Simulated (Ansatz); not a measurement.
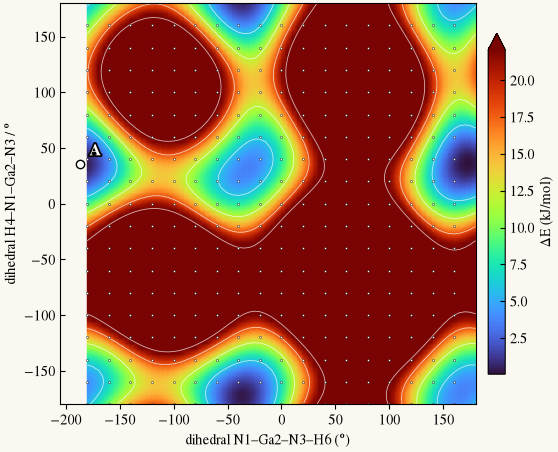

GaH₄N₂, SMILES [NH2][Ga][NH2], spin multiplicity 2. 
- The first coordinate is: dihedral N1–Ga2–N3–H6; the second: dihedral H4–N1–Ga2–N3.
- Nothing is relaxed (all other coordinates rigid).
- Grid: 18 × 18 points.
- Energies are in kJ/mol, from the relaxed molecule at the same level.
- Level of theory: Ansatz, UKS PBE0-D4/def2-SVP.

The picture shows a smooth colour map with a few white contour lines, dots at the grid points, one colour for all values above the top of the scale, the well A. Between grid points the surface is interpolated.

Question: Estimate the position of the minimum and the force constants in these coordinates. Take the well at A.

Answer: The interpolated minimum is at dihedral N1–Ga2–N3–H6 ≈ −187°, dihedral H4–N1–Ga2–N3 ≈ 36°. The curvatures there are about 0.4 eV/rad² and 0.41 eV/rad², with a cross term of about −0.03 eV/rad². Round the minimum the two coordinates are weakly coupled (coupling −0.08 in units of the two stiffnesses). (1 eV is 96.5 kJ/mol.)
